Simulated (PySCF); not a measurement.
# C5H15ClOSi2: what the fields show

```xyz
24

C    -3.0495    0.8626   -0.7188
C    -2.0608   -0.2837   -0.5287
C    -2.4533   -1.1626    0.6544
O    -0.7858    0.2733   -0.3254
Si    0.7033   -0.3183   -0.5857
C     1.1392   -1.8338    0.4927
Si    1.8899    1.5857   -0.0594
C     3.6741    1.4337   -0.7463
Cl    4.4284   -0.0406   -0.0888
H    -2.7372    1.4878   -1.5513
H    -4.0441    0.4729   -0.9180
H    -3.0777    1.4733    0.1802
H    -2.0354   -0.8965   -1.4412
H    -3.4538   -1.5610    0.5098
H    -1.7545   -1.9877    0.7561
H    -2.4333   -0.5740    1.5683
H     0.8040   -0.7927   -1.9854
H     0.9033   -1.6536    1.5396
H     2.2006   -2.0556    0.4350
H     0.6055   -2.7313    0.1851
H     1.4256    2.8637   -0.6301
H     2.0737    1.8532    1.3764
H     3.7151    1.3428   -1.8288
H     4.3111    2.2618   -0.4485
```

Geometry: GFN2-xTB.

Computed with PySCF 2.14.0, PBE0/pcSseg-1, SCF density, gas phase, non-relativistic.

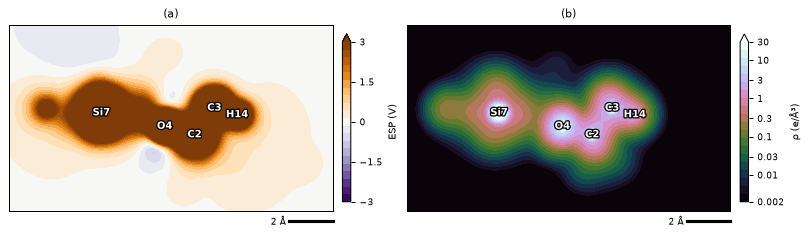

Figure 1. (a) electrostatic potential; (b) total electron density on the plane of atoms C3, C2 and O4.

Read the bonding off the picture.

- The plane passes through C, O, Si and H nuclei.
- C–O (1.41 Å): the density is about 2 e/Å³ at the midpoint, with its minimum of 1.7 e/Å³ about 0.5 Å from C.
- C–C (1.53 Å): ρ at the midpoint is about 1.7 e/Å³.
- C–H (1.09 Å): ρ at the midpoint is about 2 e/Å³.
- Outside the dense part of the molecule the potential is most negative (−0.7 V) near O4.

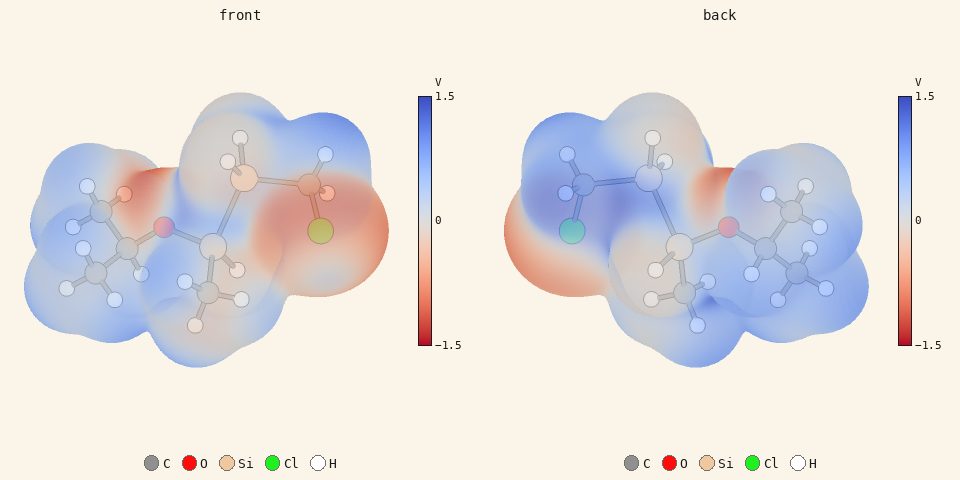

Figure 2. The molecular electrostatic potential painted on the density surface at 0.002 e/bohr³, seen from the front and from behind; the colour scale runs from red (negative) to blue (positive).

Where is the surface potential most negative and most positive?

The most negative region (about −1.0 V) lies over O4, the most positive (about +1.0 V) over Si5 and Si7.
